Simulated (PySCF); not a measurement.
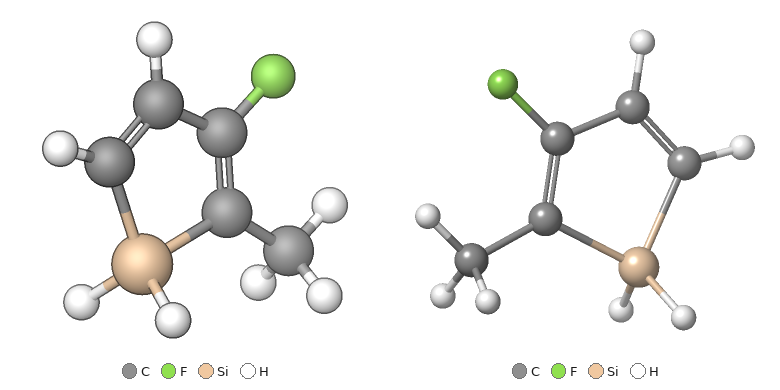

Two views of one molecule.

The geometry was computed by an optimisation with GFN2-xTB. No frequency run is at hand to confirm it as a minimum.

Description:

Formula C₅H₇FSi. Its SMILES string is `CC1=C(F)C=C[SiH2]1`. Independent rings (smallest set): 1 of 5 members. Among its groups: alkene, C–F bond, Si–H bond. The point group is Cs. Coordination, clear cases only: 1 C tetrahedral; 4 C trigonal planar.

The parts below concern this one geometry. Atoms keep their numbers from picture to picture.

## Dipole moment

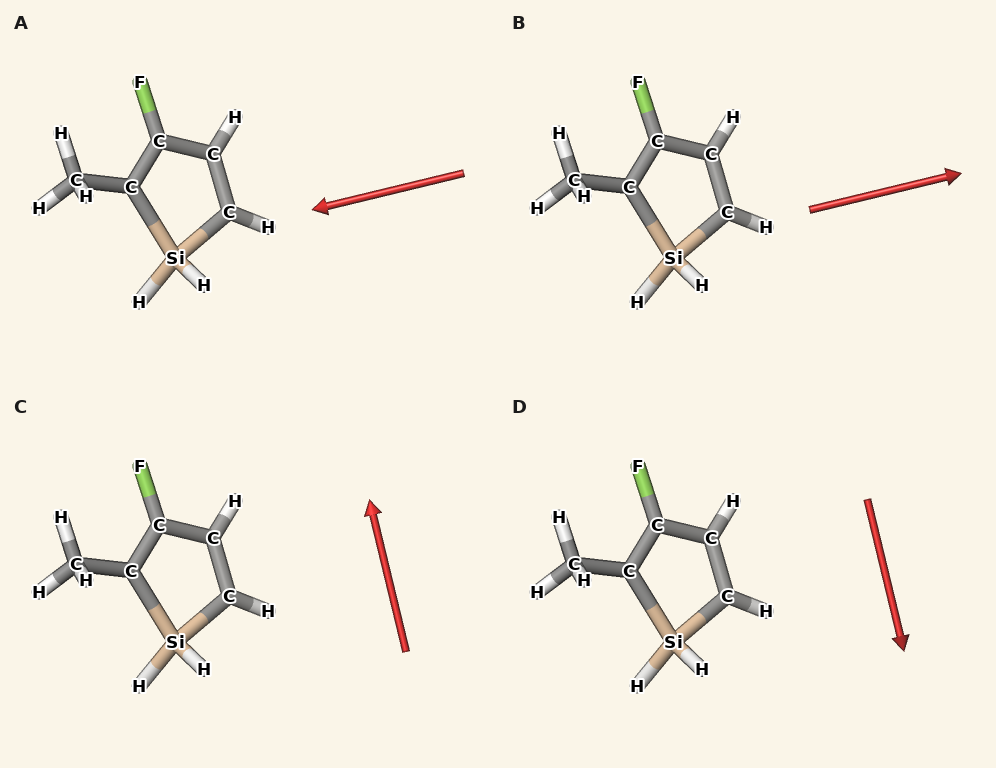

The same molecule four times, each with an arrow. No frequency run is at hand to confirm it as a minimum. Level of theory: ωB97X-D/def2-SVPD, gas phase (PySCF 2.14.0).

> Which arrow points along the dipole moment, from the negative to the positive end?

D. The dipole moment is 1.43 D.

## Excitation

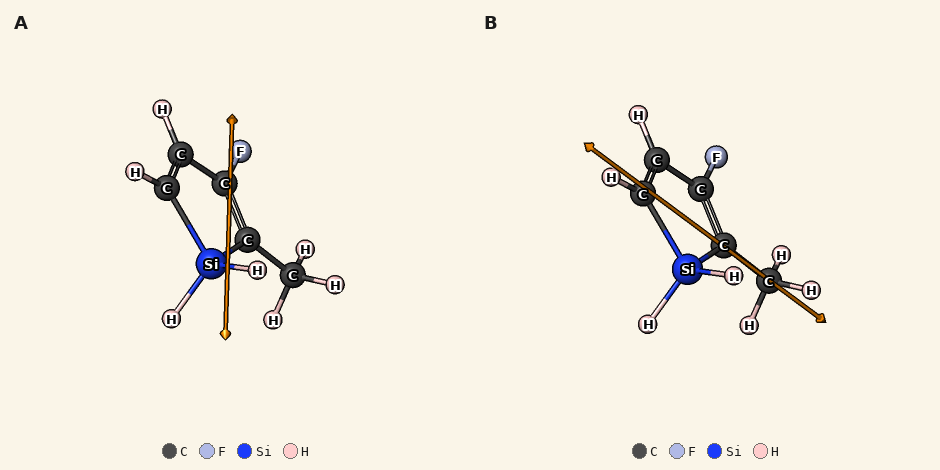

The double arrows show the directions of two transition dipoles from the ground state (lengths mean nothing). No frequency run is at hand to confirm it as a minimum. Level of theory: TDDFT ωB97X-D/def2-SVPD, vertical, gas phase, core orbitals frozen in the response (PySCF 2.14.0).

> One belongs to singlet state 1 and one to singlet state 6. Which is which?

A: state 6, 6.84 eV (181 nm), oscillator strength 0.059, mainly HOMO−2 → LUMO (weight 0.73).
B: state 1, 4.32 eV (287 nm), oscillator strength 0.078, mainly HOMO → LUMO (weight 0.98).

## Polarisability

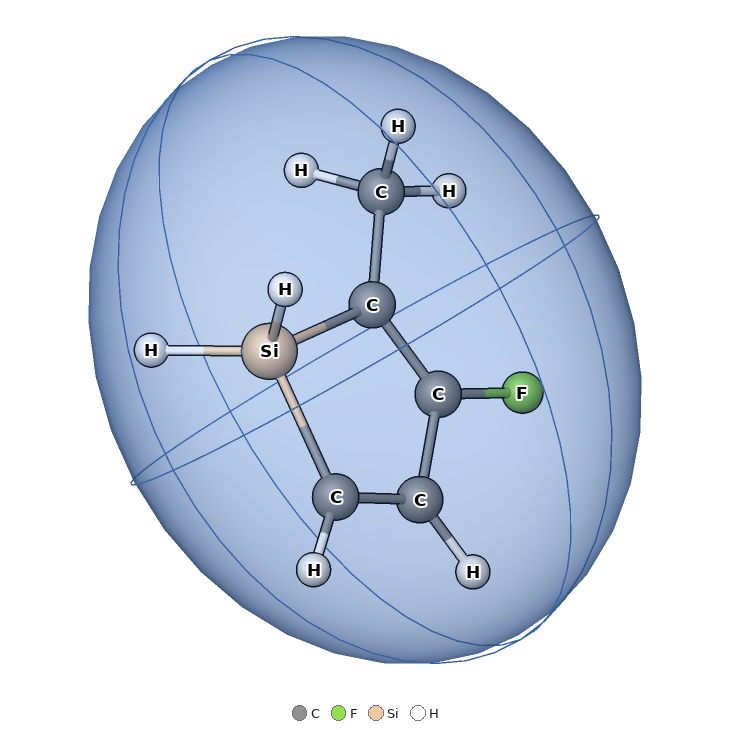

The ellipsoid shows the static dipole polarisability: its half-axes are proportional to the principal values. No frequency run is at hand to confirm it as a minimum. Method: ωB97X-D/def2-SVPD (PySCF 2.14.0).

> Give the principal values, the mean and the anisotropy.

Principal values 59.6, 91.7, 94.3 bohr³; mean 81.9 bohr³ (12.13 Å³); anisotropy 33.4 bohr³, so the longest axis is 1.58 times the shortest.

The geometry is semi-empirical. Around Si such bond lengths and angles can be off by a tenth of an ångström or more and by several degrees, and values that hang on the shape move with them.
